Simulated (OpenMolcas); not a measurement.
**BPBE/ANO-RCC-VDZP (DKH3) run of AlCl (aluminium monochloride)**

Aim: the energy change on altering one bond length of AlCl (aluminium monochloride) at BPBE/ANO-RCC-VDZP (DKH3), from 2 runs. 

The results are computed with OpenMolcas 26.06.

## 1. The system as given

AlCl has 2 atoms, charge 0, and is taken as a singlet. SMILES: `[Al][Cl]`. Geometry: the measured bond length.

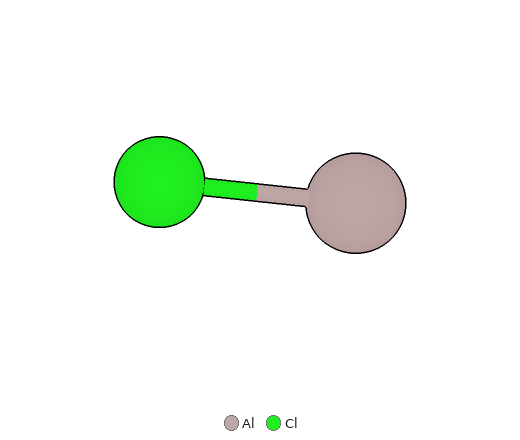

Viewed from a chosen angle; aluminium light grey, chlorine green.

## 2. Energy and gradient at BPBE/ANO-RCC-VDZP (DKH3)

Input file job.inp:

```
* AlCl Kohn-Sham DFT
>>> EXPORT MOLCAS_PRINT=2

&GATEWAY
 Coord
 2
 angstrom
 Al       0.000000       0.000000       0.000000
 Cl       0.000000       0.000000       2.130113
 Basis=ANO-RCC-VDZP
 Group=NoSym

&SEWARD
 Relativistic=R03O02
 Expert

&SCF
 KSDFT=BPBE
 PrOrbitals=0

&ALASKA
```

Run with:

```
$ export MOLCAS_MEM=1860
$ pymolcas job.inp > job.log
```

The program printed (excerpt; [...] marks lines left out):

```text
--- Start Module: gateway ---
[...]
--- Stop Module: gateway /rc=_RC_ALL_IS_WELL_ ---
[...]
 ###    WARNING:  EXPERT option is ON!                                       ###
 ###############################################################################
               SEWARD will generate:
[...]
      Basis functions           36
[...]
--- Start Module: scf ---
[...]
       Convergence after  10 Iterations
[...]
::    Total KS-DFT energy                            -704.4867070153
[...]
      Total spin, S                                     0.0000000000
[...]
      Total electronic charge=   30.000000
      Total            charge=   -0.000000
[...]
      Dipole Moment (debye):
      Origin of the operator (angstrom)=    0.0000    0.0000    1.2024
                   X=  2.2295E-12               Y= -1.3128E-12               Z= -1.3445E+00           Total=  1.3445E+00
      Quadrupole Moment (debye*angstrom):
[...]
--- Stop Module: scf /rc=_RC_ALL_IS_WELL_ ---
[...]
--- Start Module: alaska ---
[...]
 *              Molecular gradients               *
 **************************************************
  Irreducible representation: a
 ------------------------------------------------------------------------------------------
                              X                       Y                       Z
 ------------------------------------------------------------------------------------------
  AL1               1.10933855082477E-14   -4.67177867005435E-15    1.58125718282971E-02
  CL2              -1.10925316990366E-14    4.67177867005430E-15   -1.58125718282935E-02
 ------------------------------------------------------------------------------------------
--- Stop Module: alaska /rc=_RC_ALL_IS_WELL_ ---
[...]
```

Wall time 6.6 s (1 thread of Arm Neoverse V1, shared host); peak memory 0.38 GiB.

## 3. The distorted shape, same level

Input file job.input:

```
&GATEWAY
 COORD
 2
 angstrom
 Al       0.000000       0.000000      -1.065087
 Cl       0.000000       0.000000       2.130113
 BASIS=ANO-RCC-VDZP
 GROUP=NoSym

&SEWARD
 RELATIVISTIC=R03O02
 EXPERT

&SCF
 KSDFT=BPBE
 PRORBITALS=0

&ALASKA
```

Run with:

```
$ export MOLCAS_MEM=1860
$ pymolcas job.input > job.log
```

The program printed (excerpt; [...] marks lines left out):

```text
--- Start Module: gateway ---
[...]
--- Stop Module: gateway /rc=_RC_ALL_IS_WELL_ ---
[...]
 ###    WARNING:  EXPERT option is ON!                                       ###
 ###############################################################################
               SEWARD will generate:
[...]
      Basis functions           36
[...]
--- Start Module: scf ---
[...]
       Convergence after  15 Iterations
[...]
::    Total KS-DFT energy                            -704.4236217780
[...]
      Total spin, S                                     0.0000000000
[...]
      Total electronic charge=   30.000000
      Total            charge=   -0.000000
[...]
      Dipole Moment (debye):
      Origin of the operator (angstrom)=    0.0000    0.0000    0.7385
                   X=  5.1195E-13               Y= -1.4983E-13               Z= -7.6823E+00           Total=  7.6823E+00
      Quadrupole Moment (debye*angstrom):
[...]
--- Stop Module: scf /rc=_RC_ALL_IS_WELL_ ---
[...]
--- Start Module: alaska ---
[...]
 *              Molecular gradients               *
 **************************************************
  Irreducible representation: a
 ------------------------------------------------------------------------------------------
                              X                       Y                       Z
 ------------------------------------------------------------------------------------------
  AL1               4.17240378148216E-17    2.64420231426983E-15   -3.67825804957924E-02
  CL2              -4.26998197700334E-17   -2.64539493665955E-15    3.67825804957924E-02
 ------------------------------------------------------------------------------------------
--- Stop Module: alaska /rc=_RC_ALL_IS_WELL_ ---
[...]
```

It took 6.3 s on 1 thread of Arm Neoverse V1, shared host; peak memory 0.38 GiB.

## 4. Summary of results

At BPBE/ANO-RCC-VDZP (DKH3):

| quantity | value |
| --- | --- |
| first shape: total energy | -704.48671 Eh |
| first shape: dipole moment | 1.34 D |
| first shape: HOMO energy | -6.09 eV |
| first shape: LUMO energy | -2.34 eV |
| first shape: HOMO–LUMO gap | 3.74 eV |
| first shape: largest force on an atom | 0.813 eV/Å |
| distorted shape: total energy | -704.42362 Eh |
| distorted shape: dipole moment | 7.68 D |
| distorted shape: HOMO energy | -5.53 eV |
| distorted shape: LUMO energy | -3.72 eV |
| distorted shape: HOMO–LUMO gap | 1.81 eV |
| distorted shape: largest force on an atom | 1.891 eV/Å |
| energy change with the Al1–Cl2 bond stretched from 2.130 to 3.195 Å | 1.717 eV |

What this shows: With the Al1–Cl2 bond stretched from 2.130 to 3.195 Å the energy rises by 1.72 eV (40 kcal/mol). The first shape isn't relaxed at this level, so the change isn't measured from a minimum. The largest force (first shape) is 0.81 eV/Å: the shape isn't a stationary point for this species at this level.
